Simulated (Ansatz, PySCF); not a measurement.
Stretching the Al1–H3 bond in AlFHI (SMILES [F][AlH][I]) (multiplicity 1 held, fragments rigid). Energies count from the point at 1.559 Å.
Geometry at that point (charge 0, multiplicity 1):
```json
[
 {"atom": "Al", "x (Å)": "-0.1596", "y (Å)": "-0.9343", "z (Å)": "-1.3185"},
 {"atom": "F", "x (Å)": "-1.7315", "y (Å)": "-1.3350", "z (Å)": "-1.6085"},
 {"atom": "H", "x (Å)": "0.9483", "y (Å)": "-1.4609", "z (Å)": "-2.2810"},
 {"atom": "I", "x (Å)": "0.3153", "y (Å)": "0.4834", "z (Å)": "0.6396"}
]
```

R- and RO- levels are restricted; in cc, def2 and unpolarised 6-31G sets they are followed outwards from rest. Active spaces are followed from a long bond inwards. Left out are points that failed, MP2 points in a non-variational dive below the minimum, coupled-cluster points behind a sign of a changed root (a jump of the amplitudes, or a one-step jump against full CI or MRCI), small-basis points behind a change of solution, and semi-empirical points at long bonds. Curves can end on different states.

Correlated levels freeze the cores. Filled d and f shells under p-block atoms count as core. Rows in 3-21G, LANL2DZ carry no dispersion term and start afresh at each structure; the Pople sets are all-electron and without relativity. LANL2DZ brings its own core potentials from Na on.

Programs: Ansatz (Gaussian orbitals); PySCF for 3-21G rows, LANL2DZ rows.  In def2 rows elements past Kr take small-core potentials, without spin–orbit coupling.

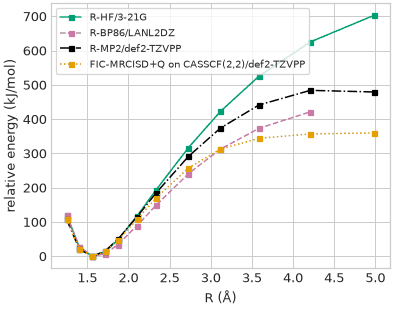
Figure. Relative energy along the coordinate

Question: Read off the FIC-MRCISD+Q on CASSCF(2,2)/def2-TZVPP curve at R = 4.210.

Answer: about 360 kJ/mol

Doubts at one or more of the structures used: a restricted determinant that unrestricted orbitals would lower (R-HF/3-21G, R-MP2/def2-TZVPP).

Ansatz is a first-principles code.
